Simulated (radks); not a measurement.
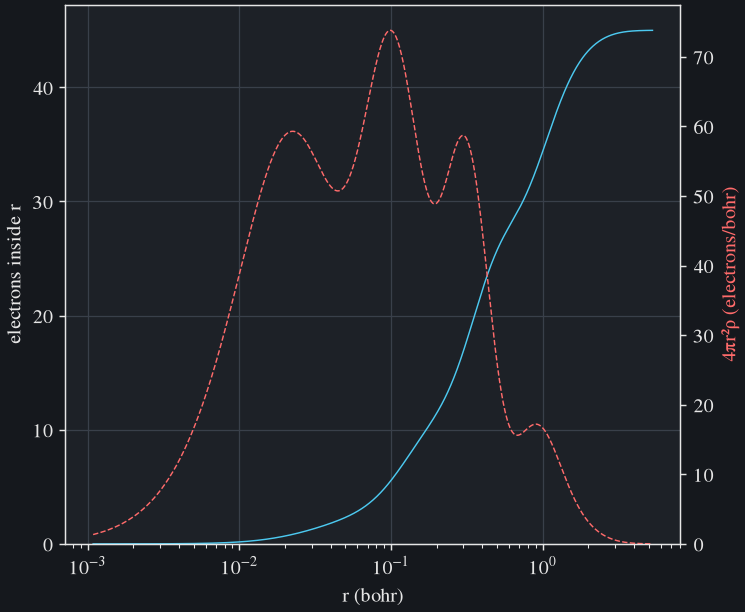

The palladium ion Pd⁺; electrons: [Kr] 4d9 (open shells shared over both j by 2j + 1). All numbers are computed, not measured: Dirac Kohn-Sham, LDA (Slater exchange, Perdew-Wang correlation), spin-unpolarised, spherical densities, finite nucleus (the in-house radial solver radks).

The plot shows the number of electrons inside radius r (solid) and the radial density 4πr²ρ (dashed).

> What does the plot show?

The count levels off at 45 electrons. Half of them lie within 0.405 bohr, 90 % within 1.49 bohr and 99 % within 2.78 bohr. The radial density has minima at 0.0445, 0.194 and 0.681 bohr, where the count stands at 2.0, 11.2 and 29.1; these part the shells that the density resolves.
